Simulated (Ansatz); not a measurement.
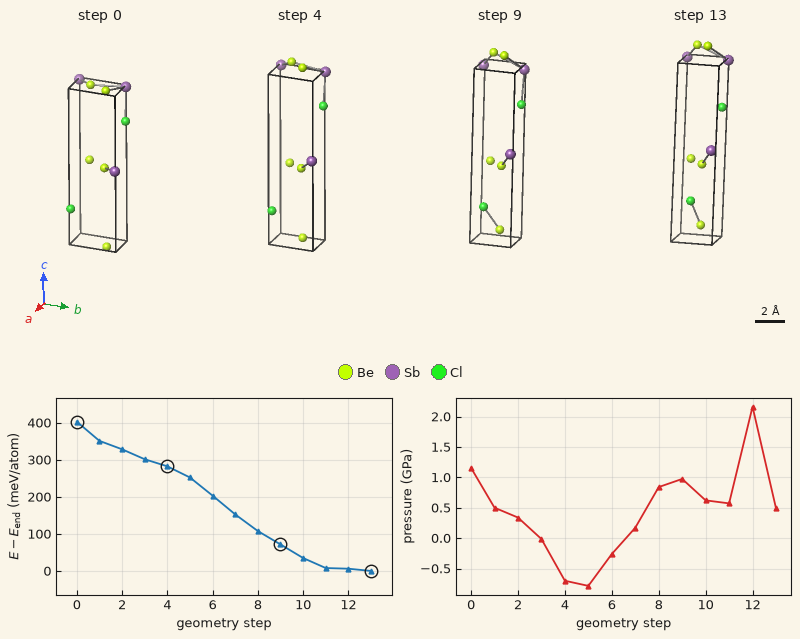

Frames of a relaxation of a crystal of Be2SbCl (a generated structure, set up in P1) (coarse preliminary run), marked on the history of the run. Style: ball-and-stick. Shown: the cell of the calculation, reduced to other axes, slightly off an axis. Lengths and directions refer to the drawn axes.

The calculation used DFT PBE, scalar-relativistic, plane waves, PAW (Ansatz 0.2.0).

Input
```yaml
crystal:
  lattice:
    - [4.3195727976, -0.0451752436, -0.029564827]
    - [-2.1989093074, 3.762985889, -0.0406175957]
    - [-0.0771871985, -0.1670125634, 11.4255642101]
  atoms:
    - { symbol: Be, position: [0.3779280483, 0.6592278536, 0.0033640218] }
    - { symbol: Be, position: [0.3194424102, 0.6421303334, 0.5013157163] }
    - { symbol: Be, position: [0.6581650936, 0.3412808111, 0.0079494384] }
    - { symbol: Be, position: [0.6469850238, 0.357409187, 0.4885998288] }
    - { symbol: Sb, position: [0.0303010646, 0.0280601079, 0.010649353] }
    - { symbol: Sb, position: [-0.0335563965, -0.0164868213, 0.4841910282] }
    - { symbol: Cl, position: [0.0072487312, 0.0193864768, 0.2323661014] }
    - { symbol: Cl, position: [-0.0065139751, -0.0310079484, 0.7715645123] }
basis:
  ecutwfc: 420
kpoints:
  mp_grid: { grid: [6, 6, 2] }
hamiltonian:
  xc: pbe
scf:
  occupations: { method: gaussian, width: 0.2 }
  lower_state_search: "off"
output:
  forces: true
  stress: true
  eigenvalues: true
relax:
  adjacent_minimum: "off"
  f_tol: 0.025
  max_steps: 60
  cell: { stress_tol: 0.25 }
```

Command:
```bash
ansatz run input.yaml --threads 1 --pin off --max-ram 2048MiB --backend cpu --events-out ev --progress --plain --runs-dir out
```

Question: Describe the path.

Answer: The run was cut off at its time limit before the relaxation converged, so the last structure is only a point on the way. The atom that moves furthest relative to the cell is Cl8 (1.36 Å along [−1 3 0]). Largest moves by element: Cl 1.36 Å, Be 1.23 Å, Sb 0.33 Å. Cell: a 4.281 → 3.868 Å (−9.6 %), b 4.320 → 3.868 Å (−10.5 %), c 11.427 → 13.205 Å (+15.6 %), α 89.2° → 82.3°, β 88.1° → 85.4°, γ 60.9° → 60.1°. Volume −8.1 %. Some distances before and after: Be1–Cl8 3.730 → 1.974 Å, Be3–Cl8 3.608 → 2.544 Å, Sb5–Cl7 2.537 → 3.518 Å, Sb5–Cl8 2.734 → 3.686 Å. New bonds form: Be1–Cl8 (3.73 → 1.97 Å). Bonds break: Sb5–Cl7 (2.54 → 3.52 Å), Sb5–Cl8 (2.73 → 3.69 Å). Bond angles that change, for instance: Be1–Sb5–Be3 177.2° → 121.7°, Be1–Sb5–Be3 174.8° → 120.3°, Be1–Sb5–Be3 175.6° → 121.5°. The space group stays P1 (No. 1). The energy falls by 403 meV per atom in 13 geometry steps. The largest force component goes from 0.99 to 0.97 eV/Å. Pressure: 1.16 GPa at the start and 0.49 GPa at the end. Cost: 5.4 min on 1 thread of Arm Neoverse V2, with other jobs on the host, peak memory 0.5 GiB. From step 0 to 4: Be4 moves most (0.78 Å), volume +5.2 %, energy −121 meV per atom. From step 4 to 9: Cl8 moves most (0.76 Å), volume −13.6 %, energy −211 meV per atom. From step 9 to 13: Cl atoms move most (0.61 Å), volume +1.1 %, energy −71.5 meV per atom.

```json
{"step": "0", "E − E(0), meV/atom": "0.00", "largest force component, eV/Å": "0.9869", "pressure, GPa": "1.16", "volume, Å³/atom": "23.067"}
{"step": "1", "E − E(0), meV/atom": "-51.86", "largest force component, eV/Å": "0.4306", "pressure, GPa": "0.50", "volume, Å³/atom": "23.301"}
{"step": "2", "E − E(0), meV/atom": "-74.58", "largest force component, eV/Å": "0.5809", "pressure, GPa": "0.34", "volume, Å³/atom": "23.782"}
{"step": "3", "E − E(0), meV/atom": "-101.45", "largest force component, eV/Å": "0.9669", "pressure, GPa": "-0.01", "volume, Å³/atom": "24.250"}
{"step": "4", "E − E(0), meV/atom": "-120.57", "largest force component, eV/Å": "1.0388", "pressure, GPa": "-0.70", "volume, Å³/atom": "24.271"}
{"step": "5", "E − E(0), meV/atom": "-150.71", "largest force component, eV/Å": "1.2574", "pressure, GPa": "-0.79", "volume, Å³/atom": "23.573"}
{"step": "6", "E − E(0), meV/atom": "-199.64", "largest force component, eV/Å": "0.9498", "pressure, GPa": "-0.26", "volume, Å³/atom": "22.552"}
{"step": "7", "E − E(0), meV/atom": "-250.31", "largest force component, eV/Å": "1.1841", "pressure, GPa": "0.17", "volume, Å³/atom": "21.907"}
{"step": "8", "E − E(0), meV/atom": "-295.23", "largest force component, eV/Å": "0.9932", "pressure, GPa": "0.84", "volume, Å³/atom": "21.288"}
{"step": "9", "E − E(0), meV/atom": "-331.37", "largest force component, eV/Å": "0.7250", "pressure, GPa": "0.97", "volume, Å³/atom": "20.968"}
{"step": "10", "E − E(0), meV/atom": "-368.00", "largest force component, eV/Å": "0.6756", "pressure, GPa": "0.62", "volume, Å³/atom": "20.775"}
{"step": "11", "E − E(0), meV/atom": "-395.09", "largest force component, eV/Å": "0.5250", "pressure, GPa": "0.57", "volume, Å³/atom": "20.729"}
{"step": "12", "E − E(0), meV/atom": "-396.85", "largest force component, eV/Å": "0.6923", "pressure, GPa": "2.16", "volume, Å³/atom": "20.299"}
{"step": "13", "E − E(0), meV/atom": "-402.90", "largest force component, eV/Å": "0.9655", "pressure, GPa": "0.49", "volume, Å³/atom": "21.208"}
```
